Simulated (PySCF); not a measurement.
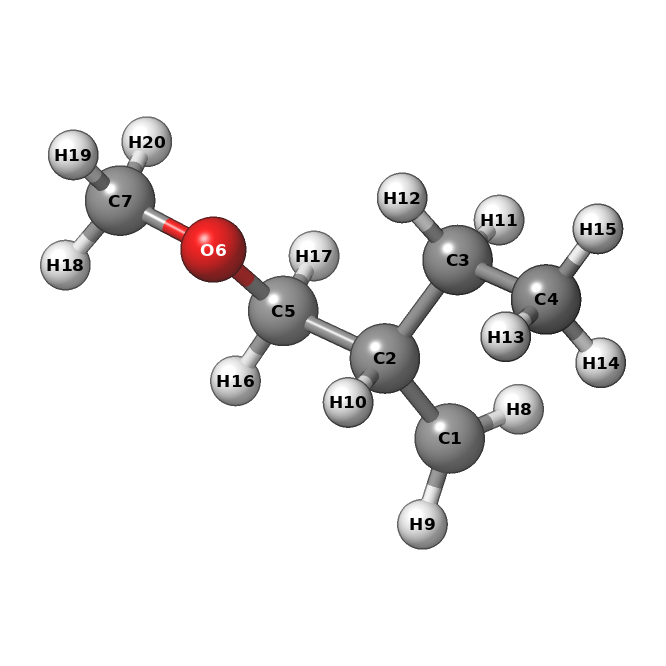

Charge 0, doublet. The geometry was computed by an optimisation with GFN2-xTB. No frequency run is at hand to confirm it as a minimum. Level of theory: UKS B3LYP, pcH-1 on C H O, non-relativistic (PySCF 2.14.0).

Give the isotropic hyperfine couplings (Fermi-contact term alone) of C1, C2, C3, C4, C5, O6, C7, H8, H9, H10, H11, H12, H13, H14, H15, H16, H17, H18, H19, H20.

| atom | isotope | a_iso (MHz) |
| --- | --- | --- |
| C1 | 13C | 93.7 |
| C2 | 13C | −31.4 |
| C3 | 13C | 10.8 |
| C4 | 13C | 1.1 |
| C5 | 13C | 110.4 |
| O6 | 17O | −9.2 |
| C7 | 13C | 2.9 |
| H8 | 1H | −62.5 |
| H9 | 1H | −62.4 |
| H10 | 1H | 48.2 |
| H11 | 1H | −1.8 |
| H12 | 1H | −1.6 |
| H13 | 1H | 0.6 |
| H14 | 1H | 2.7 |
| H15 | 1H | −0.6 |
| H16 | 1H | −3.3 |
| H17 | 1H | −4.1 |
| H18 | 1H | −0.1 |
| H19 | 1H | 2.6 |
| H20 | 1H | 0.0 |
